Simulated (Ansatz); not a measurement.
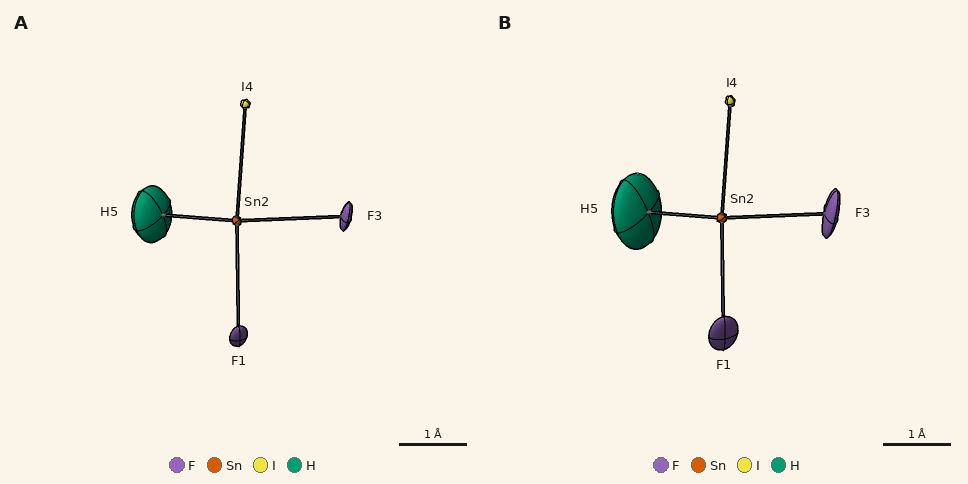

Displacement ellipsoids at the 50 % level, scaled by 1.5, from the internal vibrations of the free molecule (harmonic, no overall translation or rotation; no half-axis is drawn under 0.075 Å). Vibrations computed with RKS PBE0-D4/def2-TZVP, core potentials on I, Sn (Ansatz 0.2.0). One panel is for 200 K, the other for 600 K.

> Which panel is for 600 K?

B.

> How much does the mean-square displacement of F1 grow, and why?

U_eq goes from 0.0064 to 0.0175 Å², a factor of 2.7. Modes below kT (417 cm⁻¹ at 600 K) grow about in proportion to T, and the lowest lies at 108 cm⁻¹; the mean-square amplitude of a mode is its zero-point value times coth(ħω/2kT), which comes close to 1 only above about 3kT.
